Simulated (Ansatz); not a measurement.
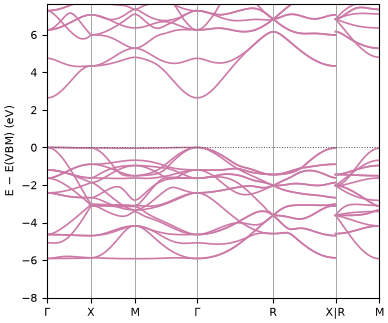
*Band structure from the program Ansatz at the PBE level (PAW)*

### Question
Read off the gap and where the band edges lie.

### Answer
About 2.6 eV (2.64 eV by a search for the band edges); maximum at Γ, minimum at Γ.

The material is AlN in space group Pm-3n (No. 223; Al on 6c, N on 6d).

The start of the workflow was typed in or built on a structure type; neither database checked (COD, Materials Project) lists it. It is not the phase usual at ambient conditions (space group No. 186, 216). Symmetry was held in the PBE relaxation; whether a distortion lowers the energy is not shown.

Potentials: the later of the program's two PAW sets.
